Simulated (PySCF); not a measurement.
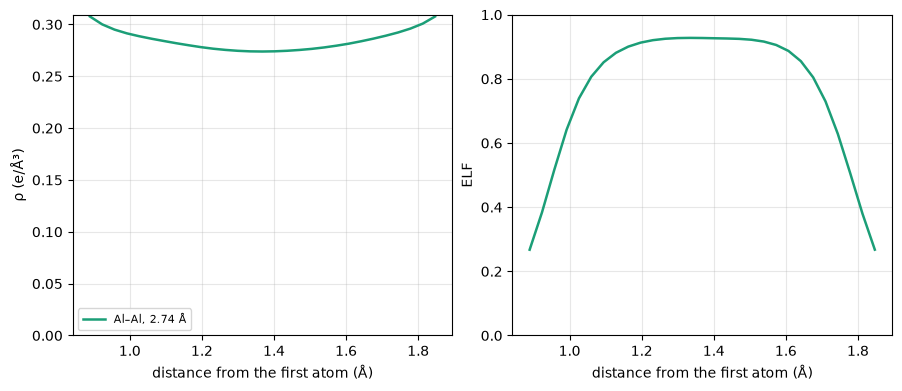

Al₂ (triplet). Total electron density and ELF along straight lines between neighbouring atoms. The curves leave out the atomic cores.

All numbers below come from PBE0/def2-SVP, non-relativistic Hamiltonian with scalar-relativistic core potentials where named, at a bond length of 2.736 Å (PySCF 2.14.0).

**What can be read from the curves?**

Al–Al (2.74 Å): the density is about 0.27 e/Å³ at the midpoint; the ELF peaks at about 0.95 between the atoms (localised, covalent bonding).
